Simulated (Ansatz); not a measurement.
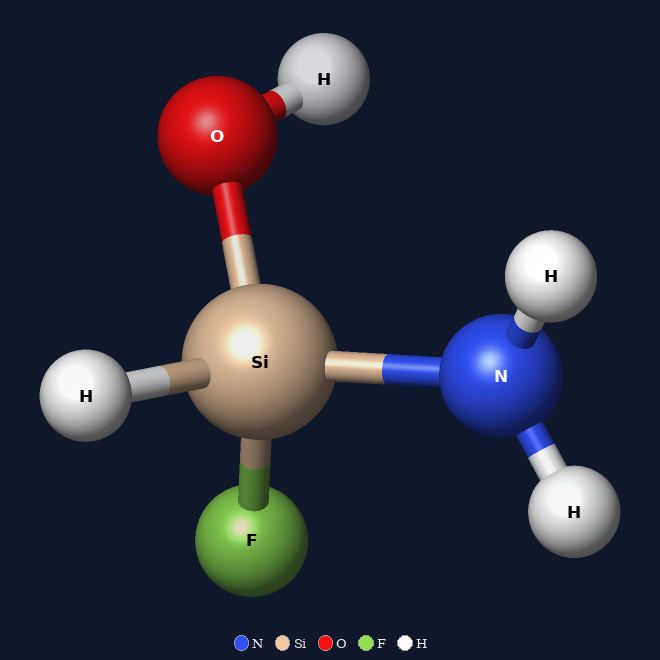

The picture shows a molecular structure as a ball-and-stick model.

The geometry was computed by an optimisation with PBE0-D4/def2-TZVP.

What is the molecular formula?

FH4NOSi, 8 atoms: 1 fluorine, 4 hydrogen, 1 nitrogen, 1 oxygen and 1 silicon.

Describe its rings.

It has no ring.

The parts below concern this one geometry. Atoms keep their numbers from picture to picture.

### Geometry

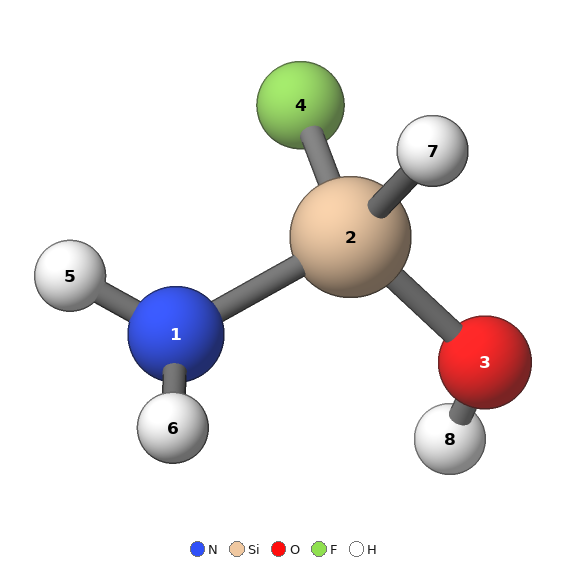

Atoms carry their numbers in the input.

List the bonds and their lengths.

```
  bond  length (Å)   order
N1–Si2       1.699  single
 N1–H5       1.007  single
 N1–H6       1.006  single
Si2–O3       1.629  single
Si2–F4       1.596  single
Si2–H7       1.474  single
 O3–H8       0.959  single
```

### Thermal motion

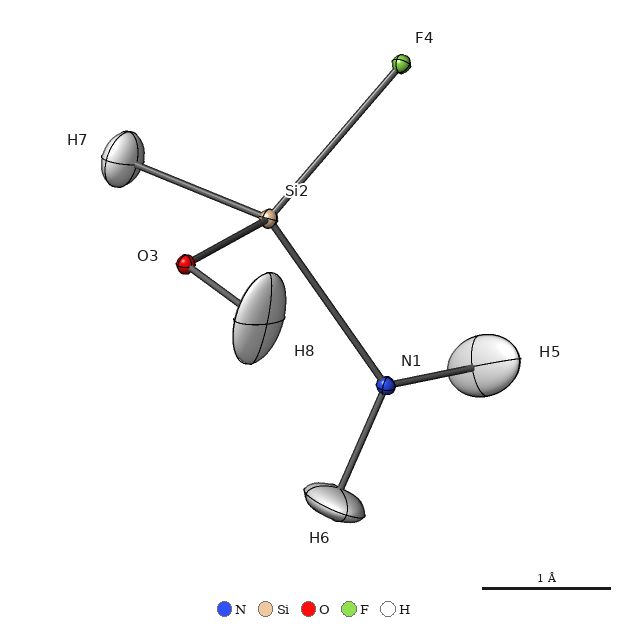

Displacement ellipsoids at the 50 % level, from the internal vibrations of the free molecule (harmonic, no overall translation or rotation; no half-axis is drawn under 0.075 Å). Vibrations computed with RKS PBE0-D4/def2-TZVP (Ansatz 0.2.0). Temperature: 200 K.

Which atom has the largest mean-square displacement?

H5, with U_eq = 0.0361 Å².

Does H8 move more along its bond or across it?

Across it: the root-mean-square amplitude is 0.067 Å along the bond and up to 0.255 Å across, since bending and torsion are softer than stretching.

List U_eq and the three principal root-mean-square amplitudes for each kind of atom.

| atom | U_eq (Å²) | rms amplitudes (Å) |
| --- | --- | --- |
| N1 | 0.0016 | 0.031, 0.041, 0.047 |
| Si2 | 0.00074 | 0.025, 0.027, 0.029 |
| O3 | 0.0015 | 0.021, 0.039, 0.050 |
| F4 | 0.0012 | 0.020, 0.038, 0.042 |
| H5 | 0.0361 | 0.077, 0.155, 0.280 |
| H6 | 0.0351 | 0.077, 0.154, 0.275 |
| H7 | 0.0162 | 0.089, 0.139, 0.146 |
| H8 | 0.0310 | 0.067, 0.155, 0.255 |

### Vibrations

Harmonic vibrations computed with RKS PBE0-D4/def2-TZVP (Ansatz 0.2.0) at a stationary point of the same level.

How many vibrational modes are there, and where do they lie?

18 modes: 192, 257, 297, 359, 387, 406, 763, 793, 824, 850, 912, 938, 992, 1579, 2286, 3617, 3712, 3910 cm⁻¹.

### Electronic properties

Level of theory: RKS r2SCANh-D4/def2-TZVPP (Ansatz 0.2.0).

Predict the main results.

- HOMO energy (Kohn–Sham orbital): −7.34 eV
- LUMO energy (Kohn–Sham orbital): 0.91 eV
- HOMO–LUMO gap: 8.26 eV
- dispersion correction: −3.1 kJ/mol
